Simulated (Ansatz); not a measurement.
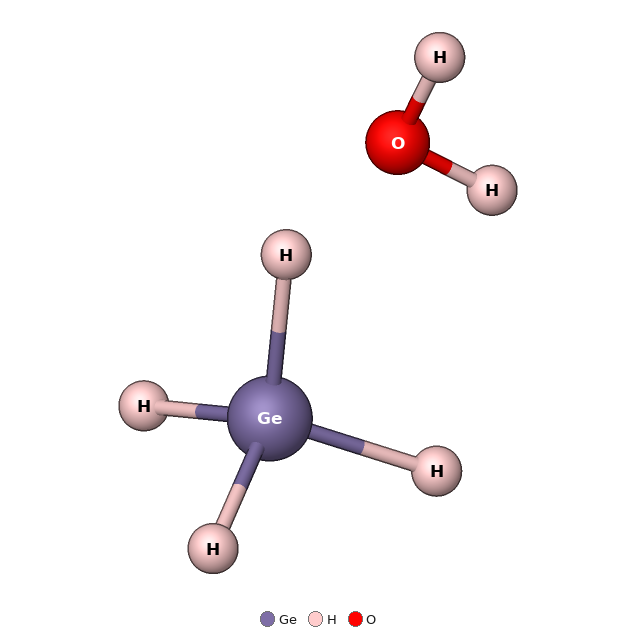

Harmonic vibrations computed with RKS PBE0-D4/def2-TZVP (Ansatz 0.2.0) at a stationary point of the same level.

**How many imaginary frequencies does it have?**

A minimum: no imaginary frequency, and the lowest mode lies at 36 cm⁻¹.

**How many vibrational modes are there, and where do they lie?**

18 modes: 36, 72, 104, 112, 176, 205, 817, 823, 824, 921, 923, 1624, 2146, 2166, 2171, 2191, 3847, 3955 cm⁻¹.
